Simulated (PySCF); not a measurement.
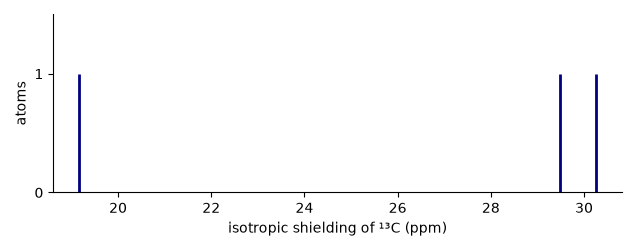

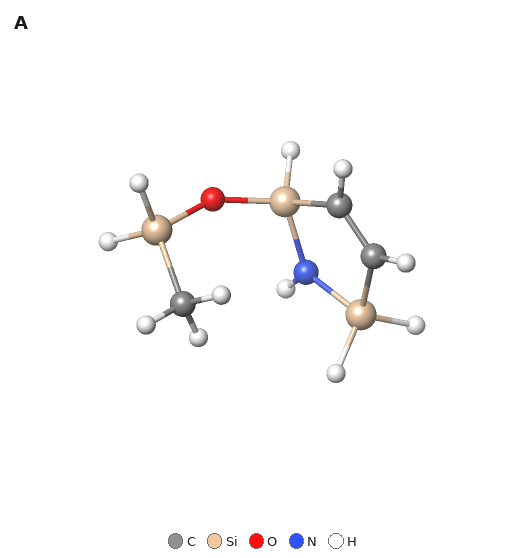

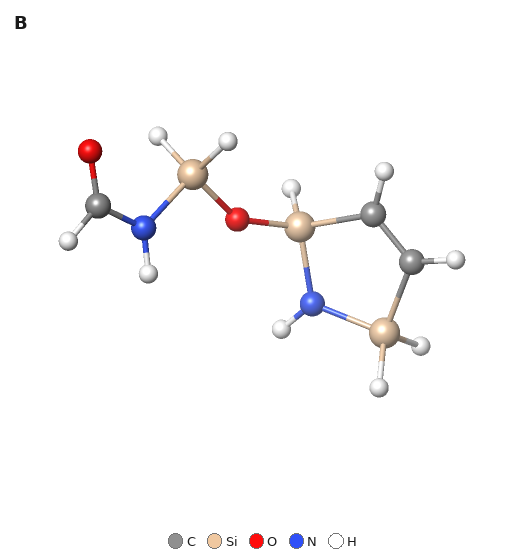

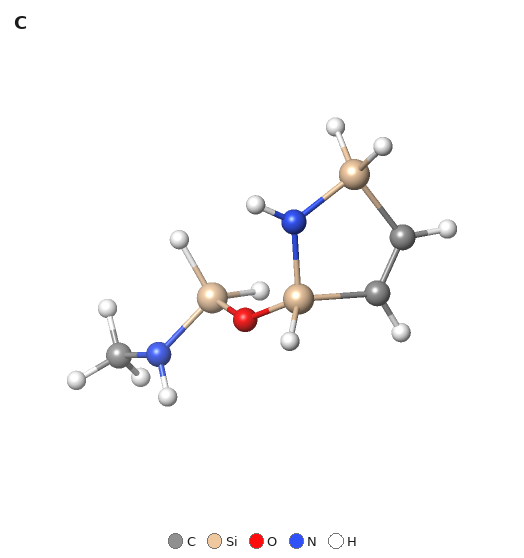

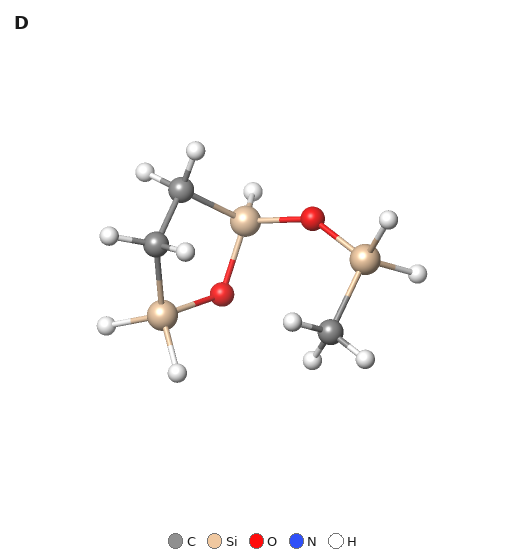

The sticks are computed shieldings of one of the molecules, for one fixed geometry (GFN2-xTB) without averaging over rotations. Low shielding means a high chemical shift. Method: GIAO PBE0/pcSseg-1 NMR shielding, non-relativistic, gas phase (PySCF 2.14.0).

### Match the spectrum to a structure.

B, `O=CN[SiH2]O[Si@H]1C=C[SiH2]N1`. Its 3 C atoms give lines at 19.2, 29.5, 30.3 ppm.

The geometry is semi-empirical. Around Si such bond lengths and angles can be off by a tenth of an ångström or more and by several degrees, and values that hang on the shape move with them.
